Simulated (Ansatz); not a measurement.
Bond stretch in BH, singlet.

Methods: RKS-CAM-B3LYP = Ansatz (an electronic-structure program) with restricted CAM-B3LYP/cc-pVQZ; RKS-PBE = restricted PBE/cc-pVQZ in Ansatz; UKS-CAM-B3LYP = unrestricted CAM-B3LYP/cc-pVQZ in Ansatz; UKS-PBE = Ansatz with unrestricted PBE/cc-pVQZ; UCCSD(T) = CCSD(T) on UHF/cc-pVQZ, frozen core (Ansatz); FCI = full CI/cc-pVQZ, frozen core run with Ansatz.

Cost and accuracy over the 22 points of the scan, with FCI as yardstick. Costs are rough ratios of core time within Ansatz on shared cores, each with its mean field (Kohn-Sham runs search longer for lower solutions than correlated ones do); the miss is the largest error against full CI of the curve after the mean shift, in eV.

### Question
Which of them comes closest to FCI within 2 times the cost of the cheapest?

### Answer
RKS-PBE, 0.935 eV off at most.

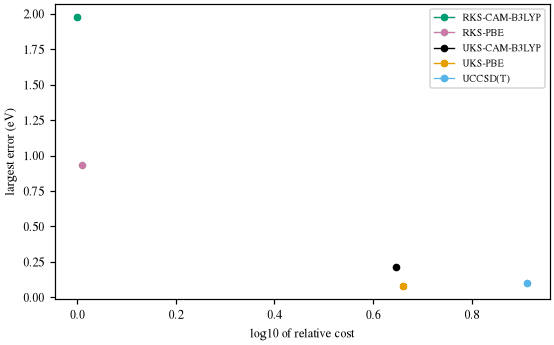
Miss against cost, one point a level.

| level | relative cost | largest error |
|---|---|---|
| RKS-CAM-B3LYP | 1 | 1.975 |
| RKS-PBE | 1 | 0.935 |
| UKS-CAM-B3LYP | 4 | 0.217 |
| UKS-PBE | 5 | 0.083 |
| UCCSD(T) | 8 | 0.102 |

Costs within a factor of two of each other count as equal.

The restricted form behind RKS-CAM-B3LYP, RKS-PBE keeps the bonding electrons paired and can't separate into open-shell fragments. The unrestricted determinant behind UKS-CAM-B3LYP is spin-contaminated at 0.98 to 1.36, 2.24 to 5.03 Å (<S²> up to 1.0, against 0.00 for a pure singlet). The unrestricted determinant behind UKS-PBE is spin-contaminated at 0.98 to 1.46, 2.49 to 5.03 Å (<S²> up to 1.0, against 0.00 for a pure singlet). The unrestricted determinant behind UCCSD(T) is spin-contaminated at 0.98 to 5.03 Å (<S²> up to 1.0, against 0.00 for a pure singlet).
